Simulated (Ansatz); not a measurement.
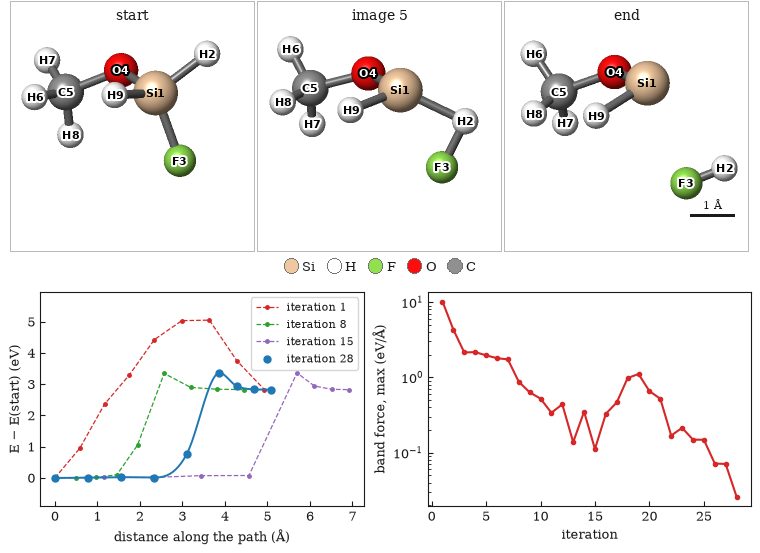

A search for the minimum-energy path of CH5FOSi by the nudged elastic band. Images are numbered from 0 (start) to 8 (end). The plot follows the band through its iterations. A ball-and-stick model, seen from a free direction.

Method: RKS B3LYP/cc-pVDZ in Ansatz 0.2.0. Run with 7 movable images; climbing image; force threshold 0.03 eV/Å; iteration limit 60; starting path through a guess of the saddle point.

> Judge this run.

The run is converged, with reservations. The band converged in 28 iterations. The largest component of the band force went from 10 to 0.026 eV/Å. The climbing image converged on the top of the path. Its vibrational analysis gives one imaginary mode (1220i cm⁻¹), as a transition state must have. The first iteration put the highest image at 5.05 eV. The highest point, image 5, lies 3.36 eV above the start and 0.54 eV above the end; the end is at +2.83 eV relative to the start.

Cost: 4.4 min on 2 threads of Arm Neoverse V2, on a shared host, peak memory 0.16 GiB.
